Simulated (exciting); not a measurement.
Two BSE runs for the K K edge of KLuS2, space group R-3m. Run A: exciting, all-electron LAPW+lo, LDA, exchange and screened direct term (singlet BSE), 3×3×3 shifted k points, 44 conduction bands, |G+q| up to 3 bohr⁻¹, full RPA screening with nempty = 74, Lorentzian half width 0.45 eV. Run B has a fault in its input.

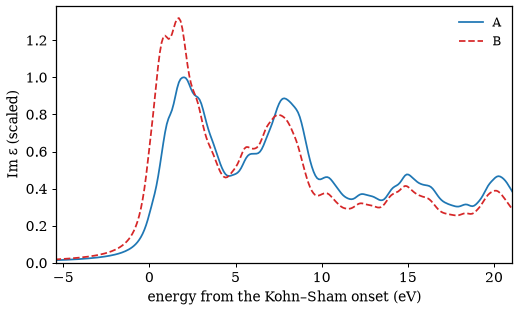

Energy from the Kohn–Sham onset, core level to the lowest empty state found on the meshes used; one zero for both, scaled to A's maximum.

Q: What most likely went wrong in run B?

Far too few empty states in the screening (empty states in the screening from 74 to 8). Against run A the r.m.s. difference is 29 %. The highest maximum lies at 1.7 eV (1.32), against 2.0 eV (1.00). The first bright state moves from 0.11 to 0.03 eV. Too few states underscreen, so the attraction is too strong. Other settings could leave a like mark; this is the change that was made.

[Hosts, paths, dates, database ids (printed as entryN), source tags and the programs' standing remarks are cut or masked in the printed files.]
